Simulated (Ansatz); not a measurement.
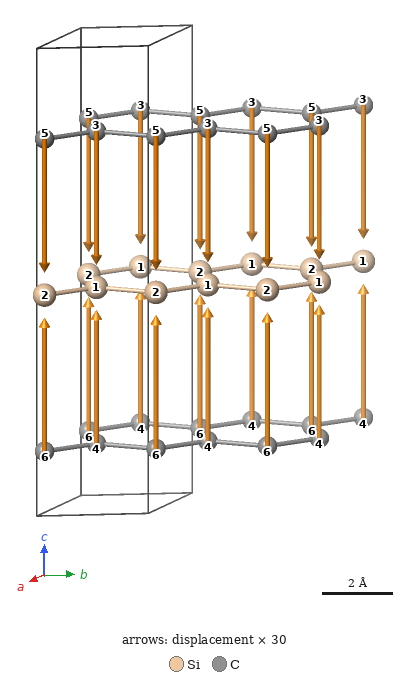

This is a relaxation of solid SiC₂ (a generated structure, set up in P6/mmm) (coarse preliminary run). The starting structure is drawn; orange arrows show the displacements (the part carried along by the change of the cell is left out), magnified 30 times.

The picture is a ball-and-stick view of the cell of the calculation, repeated 2 × 3 × 1 with one cell outlined, seen slightly off an axis.

All numbers below come from DFT PBE, scalar-relativistic, plane waves, PAW (Ansatz). Settings: plane-wave cutoff 420 eV; k-point mesh 6 × 6 × 2; occupations gaussian; smearing width 0.1 eV; no spin polarisation; cell and atoms relaxed; force threshold 0.04 eV/Å; at most 70 steps.

Question: Which element moves most?

Answer: Carbon: up to 0.13 Å, against 0.00 Å for silicon.

Question: What happened in the run?

Answer: Over 2 accepted moves (3 points after the start) the energy falls by 1.5 meV per atom. Largest force component: 0.0055 eV/Å at the start, 0.00045 eV/Å at the end. The pressure goes from 0.93 to −0.12 GPa. At 1 point the geometry stayed and the basis and grid were re-selected for the new cell (energy shift of 0.2 meV per atom at most each time). The largest moves relative to the cell, 0.13 Å, are those of C3, C4, C5 and C6. C3 goes along −c. Si stays in place. The volume changes by −0.6 %, with a = b 3.228 → 3.245 Å (+0.5 %), c 13.721 → 13.499 Å (−1.6 %). Near-neighbour distances that change, for instance: Si1–Si2 1.864 → 1.873 Å, C3–C5 1.864 → 1.873 Å. The space group stays P6/mmm (No. 191). Cost: 4.8 s on 1 thread of Intel(R) Xeon(R) 6975P-C (Granite Rapids), with other jobs on the host, peak memory 0.39 GiB.
